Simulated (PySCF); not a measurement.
## A study: C3H9Si, doublet, SMILES `C[Si](C)C`

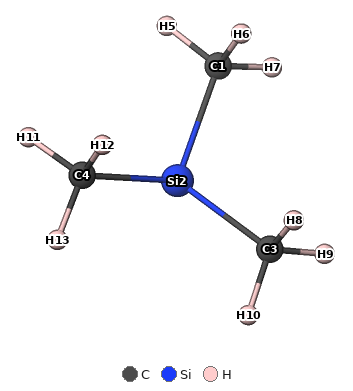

The molecule, with its atoms numbered as below. No frequency check shows the geometry to be a minimum.

Geometry (Å), atoms numbered from 1:

```
C1      -0.4532    1.7491   -0.1799
Si2      0.0001   -0.0001    0.4319
C3      -1.2882   -1.2670   -0.1800
C4       1.7414   -0.4821   -0.1801
H5       0.2606    2.4901    0.1666
H6      -0.4635    1.7833   -1.2686
H7      -1.4369    2.0503    0.1668
H8      -1.3147   -1.2910   -1.2687
H9      -2.2868   -1.0195    0.1665
H10     -1.0572   -2.2697    0.1664
H11      2.4943    0.2192    0.1663
H12      1.7761   -0.4902   -1.2689
H13      2.0264   -1.4709    0.1663
```

### 1. Bonding charge

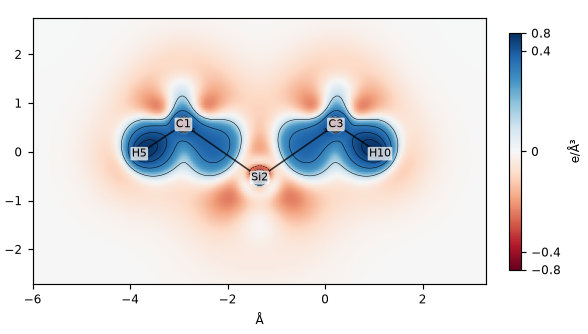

Deformation density (molecule less spherical, spin-averaged free atoms) in the plane of C1, Si2, C3, H5 and H10; colour scale in e/Å³, logarithmic beyond ±0.1; blue: gain, red: loss.

Method: BLYP/def2-SVPD; geometry: GFN2-xTB; program: PySCF. The stability of the open-shell solution wasn't checked. GFN2-xTB doesn't know the spin state, so this open-shell geometry is rough.

> Describe the bonding that the map shows.

C1–H5 and C3–H10: +0.62 e/Å³ at the bond critical point (bond length 1.09 Å). C1–Si2 and Si2–C3: +0.13 e/Å³ at the bond critical point (bond length 1.91 Å). In all, 2.5 electrons gather in the regions of gain relative to the promolecule. A small or negative value marks a very polar bond, one between electron-rich atoms, whose free-atom densities already overlap strongly, a long bond to a heavier atom, or a closed-shell contact such as a hydrogen bond.

### 2. Bond critical points

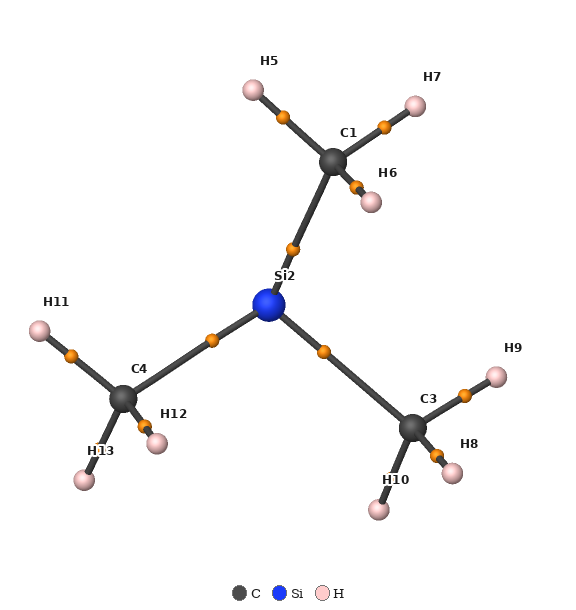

Molecular graph of the electron density (QTAIM): bond paths, bond critical points (orange), ring points (yellow, if any); weak paths are dashed.

> How many critical points of each kind are there, and does the count close?

13 nuclei, 12 bond, 0 ring and 0 cage critical points: 13 − 12 + 0 − 0 = 1, as the Poincaré–Hopf relation requires.

> What does the calculation give at each kind of bond critical point?

```tsv
bond	length (Å)	ρ (a.u.)	∇²ρ (a.u.)	ε	H (a.u.)
C3–H9 (6 alike)	1.086	0.273	−0.97	0.03	−0.291
C1–H6 (3 alike)	1.089	0.269	−0.93	0.03	−0.284
Si2–C4 (3 alike)	1.908	0.109	+0.29	0.06	−0.056
```

> What kind of interaction is C3–H9?

Shared-shell (covalent): ρ = 0.273, ∇²ρ = −0.97, H = −0.291 a.u.

### 3. Electrostatic potential

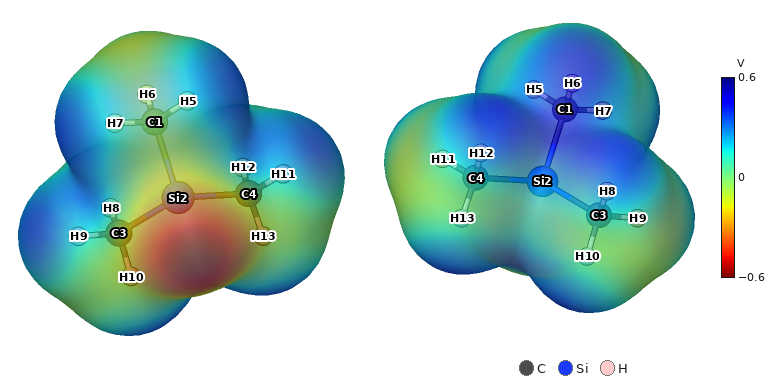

Electrostatic potential on the surface of electron density 0.001 a.u. (back view left, front view right).

> Where are the extremes of the potential on the surface?

Highest: 0.50 V, about equally far (1.9 Å) from H6 and H12. Further maxima include 0.39 V, 1.4 Å from H5, and at like points elsewhere. Lowest: −0.56 V, 2.6 Å from Si2. Further minima include −0.13 V, near H13 (1.88 Å), H12 (1.90 Å), H11 (1.96 Å) and C4 (2.01 Å), and at like points elsewhere. The surface is sampled at points, so like sites can differ by a few per cent and only the strongest of them is named.

> What volume does the surface enclose, and what is the dipole moment?

About 131 Å³; the dipole moment is 0.6 D.

### 4. Spin density

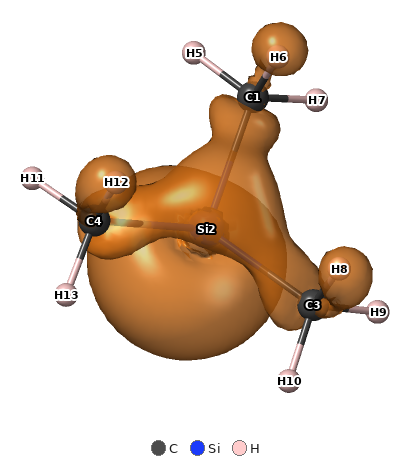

Spin density ρα − ρβ at ±0.02 e/Å³ (orange: excess α, blue: excess β).

> Where is the unpaired spin?

Hirshfeld spin populations: Si2 +0.75 and C1, C3 and C4 +0.05. ⟨S²⟩ = 0.75, as for a pure state.

### 5. In an electric field

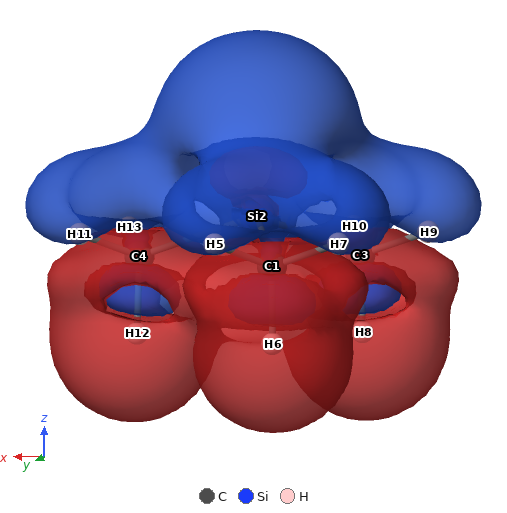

Change of the electron density in a uniform field of 0.26 V/Å, surfaces at ±0.0008 e/Å³ (red: gain, blue: loss).

Level of theory: ωB97X/def2-SVPD (PySCF), at a geometry from GFN2-xTB. The stability of the open-shell solution wasn't checked. GFN2-xTB doesn't know the spin state, so this open-shell geometry is rough.

> Along which Cartesian direction does the field point?

Along +z: electrons gather on the −z side, against the field.

> How large is the response?

The induced dipole is 0.76 D (along the field); α along this axis, from the fields in both directions, is 60 bohr³ (9.0 Å³).

> Which atoms gain and lose the most charge?

Electrons gather most on H6, H8 and H12 alike (Hirshfeld charge changes by −0.011 e) and leave Si2 most (+0.019 e); 0.073 electrons are displaced in all.

The PySCF runs shown took 58 s and 2.6 min on 1 thread of Arm Neoverse N1 (shared host).
